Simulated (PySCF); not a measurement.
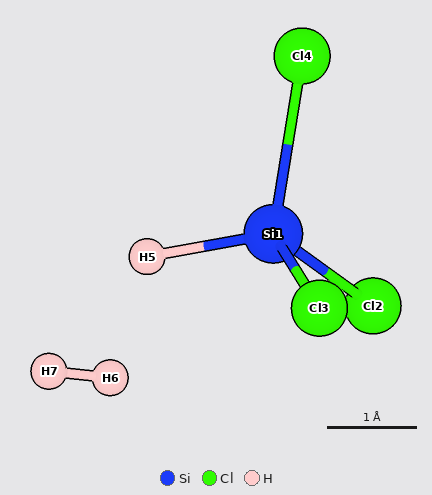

Figure 1. The input geometry of run A (ball-and-stick view, seen at a tilt; atoms are numbered from 1 in the order of the input). Bond lengths as drawn: Cl–Si 2.03 Å, H–H 0.75 Å and H–Si 1.47 Å.

**Two runs on SiH$_{3}$Cl$_{3}$**

System: SiH$_{3}$Cl$_{3}$.
Method of run A: RKS r2SCAN-D4/def2-TZVPP, density fitting (PySCF 2.14.0).

The geometry comes from this level: PBE0-D4/def2-TZVP. Text and figures count atoms from 1; the logs count them from 0 in places.

**Input file, run A**
```python
import json, numpy as np
from pyscf import gto, scf, dft, mp, cc
EV, BOHR = 27.211386245988, 0.529177210903
mol = gto.M(atom="""
Si -0.822222 -0.651369 -0.051471
Cl 0.851445 -1.430713 0.793940
Cl -1.408190 -1.827663 -1.598257
Cl -2.302484 -0.567486 1.334778
H -0.536507 0.701448 -0.546037
H 2.299182 1.609048 0.213358
H 2.018724 2.189073 -0.163089
""", basis="def2-tzvpp", charge=0, spin=0, max_memory=8670, verbose=0)
def mean_field(mol, dm=None):
    mf = dft.RKS(mol, xc="r2scan").density_fit()
    mf.conv_tol = 1e-9; mf.grids.level = 4
    mf.kernel(dm0=dm)
    if not mf.converged: mf = mf.newton().run(mf.mo_coeff, mf.mo_occ)
    assert mf.converged
    return mf
def d4(mol):
    from pyscf.dispersion.dftd4 import DFTD4Dispersion
    real = gto.M(atom=[(mol.atom_pure_symbol(i), mol.atom_coord(i)) for i in range(7)], unit='B', charge=mol.charge, spin=None, basis='def2-svp', verbose=0)
    r = DFTD4Dispersion(real, xc="r2scan", atm=True).get_dispersion(grad=True); return r["energy"], r["gradient"]
def energy_and_gradient(mol, dm=None):
    mf = mean_field(mol, dm); e, g = d4(mol)
    return mf, (mf.e_tot + e) * EV, (mf.nuc_grad_method().kernel()[:7] + g) * EV / BOHR
out = {}
mf = mean_field(mol); e = d4(mol)[0]
out.update(energy=(mf.e_tot + e) * EV, converged=True, dispersion=e * EV)
out['s2'] = mf.spin_square()[0]; out['nelec'] = mol.nelec
print(f"Total energy {out['energy']:.6f} eV, <S^2> {out['s2']:.4f}")
json.dump(out, open("out.json", "w"), default=float)
```

Command:
```bash
OMP_NUM_THREADS=4 python run.py
```

Hardware: 4 threads of Intel Xeon @ 2.50GHz, 180 GiB of memory available, shared host.

**Output (run A)**
```
Total energy -45496.414448 eV, <S^2> 0.0000
```

The input of run B differs as follows (lines with − go, lines with + come):
```diff
-    mf = dft.RKS(mol, xc="r2scan").density_fit()
+    mf = dft.RKS(mol, xc="pbe").density_fit()
-    r = DFTD4Dispersion(real, xc="r2scan", atm=True).get_dispersion(grad=True); return r["energy"], r["gradient"]
+    r = DFTD4Dispersion(real, xc="pbe", atm=True).get_dispersion(grad=True); return r["energy"], r["gradient"]
```

Predict how the results change.

The total energies belong to different models, so their difference says nothing on which is more stable or more accurate. The functional changes from r2SCAN to PBE. On the same kind of shared host run B took about 0.64 times as long.

**Output (run B)**
```
Total energy -45480.083079 eV, <S^2> 0.0000
```

**The two runs side by side**

| quantity | run A | run B |
| --- | --- | --- |
| outcome | converged | converged |
| total energy (hartree) | −1671.962392 | −1671.362226 |
| basis functions | 210 | 210 |
| wall time (shared host) | 31 s | 20 s |
